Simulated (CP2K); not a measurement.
Consider formamidine at its PBE geometry (Å).

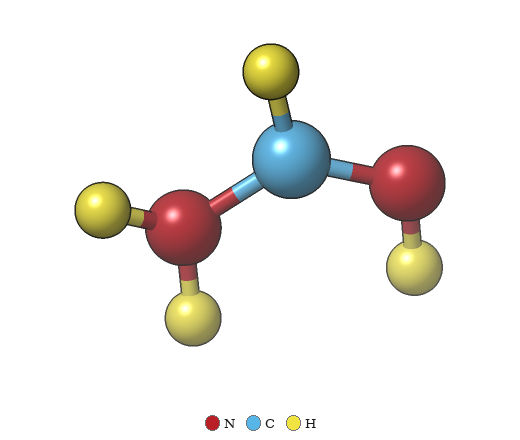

The molecule (nitrogen red, carbon blue, hydrogen yellow).

```xyz
7

N     0.1945    0.7566   -0.4679
C    -0.0731   -0.5597   -0.1497
N    -0.5601   -1.0423    0.9357
H     0.2175    1.4424    0.2811
H     0.8039    0.9523   -1.2546
H     0.1348   -1.2483   -0.9795
H    -0.7174   -0.3009    1.6348
```

Method: CP2K XAS_TDP, all-electron GAPW, PBEh(45%), aug-cc-pVTZ, TDA, no relativity.

Where do the C K-edge lines lie, and how strong are they?

Leading lines: C2 282.44 eV. The leading line of an atom is its first one with 35 % of the strongest within 2.5 eV of its lowest line over the strength cut. 

The first six lines of each atom with a strength over 0.0015:

```
                    atom  energy (eV)  states  strength, one atom
C2 (bonded to 2 N and H)       282.44       1              0.0698
                               285.47       1              0.0122
                               286.03       1              0.0043
                               286.69       1              0.0031
                               287.22       1              0.0023
                               287.55       1              0.0026
```

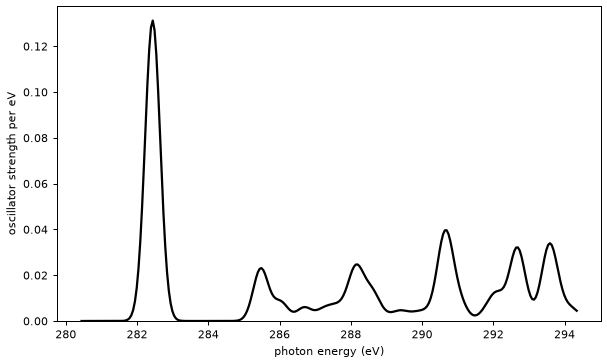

All atoms added, broadened by 0.5 eV.

Lines are vertical, at one geometry, with no vibrational structure. Without a correction of the core level, line positions, and the gaps between valence and Rydberg lines, follow the share of exact exchange. At this level such K lines come out 3 to 6 eV under measured ones. These values hold no scalar relativity, about 0.1 eV for C 1s. Rydberg lines, and the discretised continuum above threshold, depend on the basis and the box.

[Banner, clock and machine lines of the logs are left out without a mark of their own.]

[Logs are printed without paths, hosts, clocks, repeated set-up lines and the standing remarks that a program may print on its own settings, such as how far it seeks lower states.]

[Hosts, paths, dates, database ids (printed as entryN), source tags and the programs' standing remarks are cut or masked in the printed files.]
